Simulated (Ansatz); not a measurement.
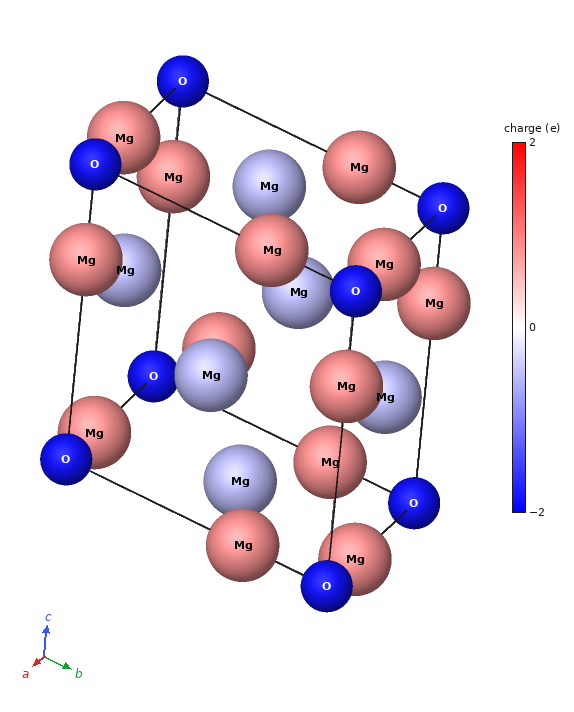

The crystal in a spheres-only representation, seen slightly off an axis. Thin lines show the simulation cell, with boundary atoms drawn in all their periodic places. The atoms of this Mg$_{7}$O cell are coloured by their Bader charge.

All computed values are from DFT PBE, scalar-relativistic, plane waves, PAW in Ansatz 0.2.0. Settings: E_cut = 420 eV, k-grid 8×8×8, Gaussian smearing of 0.1 eV, no spin polarisation.

Q: Summarise the charge transfer.

A: Most positive: Mg; most negative: O. Charges: about Mg -0.5 to +0.8 e; O -1.9 e.

It goes back to a random cell made by a generator, so it need not be a real form of the compound. Earlier steps of the study, as a rule a relaxation of our own, may have changed the cell and positions, so they can lie some per cent off the listed ones. It was run through Ansatz as a DFT input.
